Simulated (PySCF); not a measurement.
Si(NMe2)(SiH3)3, C₂H₁₅NSi₄, SMILES CN(C)[Si]([SiH3])([SiH3])[SiH3] at its GFN2-xTB optimised geometry (Å):

```
22

C     -0.7973     0.5948     4.2535
N     -0.0272     0.9975     3.1053
C      1.1498     1.7272     3.4996
Si    -0.0154     0.0125     1.6588
Si     1.2476    -1.9546     1.9776
Si    -2.2624    -0.4643     1.2268
Si     0.9178     1.3699     0.0000
H     -1.7115     0.0997     3.9344
H     -0.2377    -0.0921     4.9032
H     -1.0670     1.4743     4.8456
H      1.8310     1.1127     4.1040
H      1.6867     2.0731     2.6194
H      0.8630     2.5983     4.0961
H      0.7424    -2.8182     3.0545
H      1.2713    -2.7840     0.7692
H      2.6534    -1.7062     2.3282
H     -2.7850    -1.5968     2.0027
H     -2.3867    -0.8590    -0.1788
H     -3.2245     0.6211     1.4368
H      0.5239     0.8353    -1.3058
H      2.3867     1.3699     0.0000
H      0.5333     2.7840     0.0000
```

Method: PBE0/def2-SVP run with PySCF.

Map of the deformation density (molecule minus spherical neutral atoms) (e/bohr³) on the plane z = 0.8 Å:

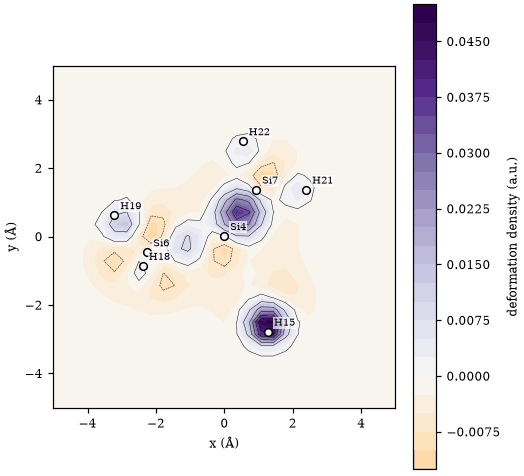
Figure. Deformation density (molecule minus spherical neutral atoms) (e/bohr³) on the plane z = 0.8 Å.
